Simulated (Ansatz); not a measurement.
## Fields on a plane of B (space group R-3m)

```xyz
12
Lattice="2.4205 1.3975 4.1314 -2.4205 1.3975 4.1314 0.0000 -2.7949 4.1314" Properties=species:S:1:pos:R:3 pbc="T T T"
B     -1.5584     0.8998     2.7897
B      1.5584    -0.8998     9.6045
B      0.0000    -1.7995     2.7897
B      0.0000     1.7995     9.6045
B      1.5584     0.8998     2.7897
B     -1.5584    -0.8998     9.6045
B     -0.9888     0.5709     4.4327
B      0.9888    -0.5709     7.9614
B      0.0000    -1.1418     4.4327
B      0.0000     1.1418     7.9614
B      0.9888     0.5709     4.4327
B     -0.9888    -0.5709     7.9614
```

The slice is a (0001) plane (indices of the conventional cell) through the point (0.370, 0.778, 0.778) (fractional), spanned by u = [1 0 -1] and v = [-1 2 -1] in vectors of this cell: u (4.84 Å) and v (8.38 Å, at 90° to u). It covers one period; positions are fractions (u, v).

Atoms on it: B at (0.20, 0.80); B at (0.70, 0.30); B at (0.41, 0.00); B at (0.91, 0.50); B at (0.00, 0.00); B at (0.50, 0.50). Other atoms lie within 1 Å of the plane.

Method: LDA (plane waves to 420 eV, PAW, scalar-relativistic; Ansatz, an electronic-structure program). k mesh 7×7×7. Near the nuclei the fields are pseudised (PAW); where an atom keeps semicore shells as valence, they peak there. B was relaxed with its symmetry unable to fall.

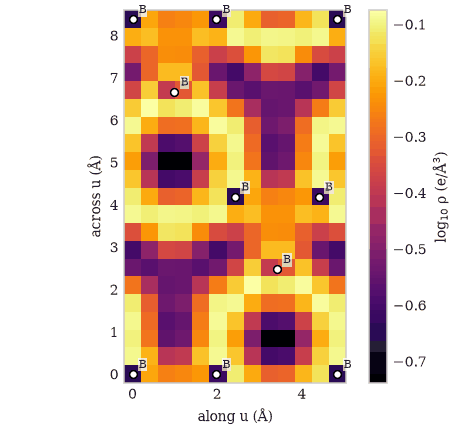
Log₁₀ of the valence density in e/Å³, one period of the plane, atoms marked. The scale is logarithmic, as a density can span decades between atoms and voids.

```
|116699995511778888888866|
|448899997744667777777766|
|225533335522113344443311|
|6655xxxx5555223344443333|
|888811228888664455554466|
|886633447788774433445577|
|773300113377886622227788|
|661100002266887722227788|
|332200002233224444444422|
|226644446611xx11888800xx|
|778888888866116699995511|
|667777777766448899997744|
|113344443311225533335522|
|2233444433336655xxxx5555|
|664455554466888811228888|
|774433445577886633447788|
|886622227788773300113377|
|887722227788661100002266|
|224444444422332200002233|
|xx11888800xx226644446611|
```
Scale: ten equal steps from 0.08 (start of '0') to 0.91 (end of '9'), in the order '0123456789'. Values: electron localisation function (ELF). The map has 12 points along u (two characters each, u = 0 at the left) and 20 along v (v = 0 in the bottom row). Points within 0.3 Å of a nucleus are blanked (x), as the pseudised field means little there.
